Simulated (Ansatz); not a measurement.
# CaSe, pressure series

Base system: CaSe in the zinc blende structure (space group F-43m, No. 216; a model cell, its experimental status unchecked).

```yaml
crystal:
  lattice:
    - [0.00000, 3.27934, 3.27934]
    - [3.27934, 0.00000, 3.27934]
    - [3.27934, 3.27934, 0.00000]
  atoms:
    - { symbol: Se, position: [0.75000, 0.75000, 0.75000] }
    - { symbol: Ca, position: [0.00000, 0.00000, 0.00000] }
```

Cell and atoms are relaxed at each pressure.

Level of theory: Ansatz (a first-principles code), r2SCAN, PAW, cutoff 500 eV, spin-orbit coupling left out.

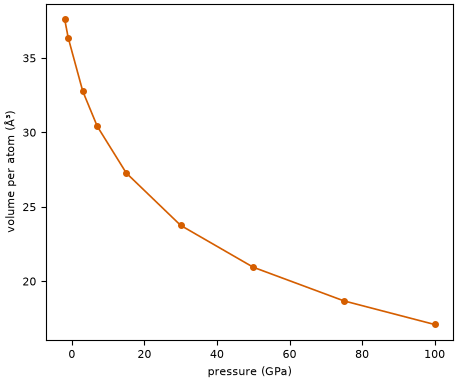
Figure. Volume against pressure

Q: Estimate the zero-pressure bulk modulus from the plot.

A: About 37 GPa; a third-order Birch–Murnaghan fit to the points gives V₀ = 35.23 Å³/atom, B₀ = 37 GPa and B₀′ = 3.7.

Load acts through the strain it causes; cell and atoms are relaxed under it. No phonon test of stability was made. No other phases were tried under pressure. This is not the structure that CaSe has at room temperature and ambient pressure.
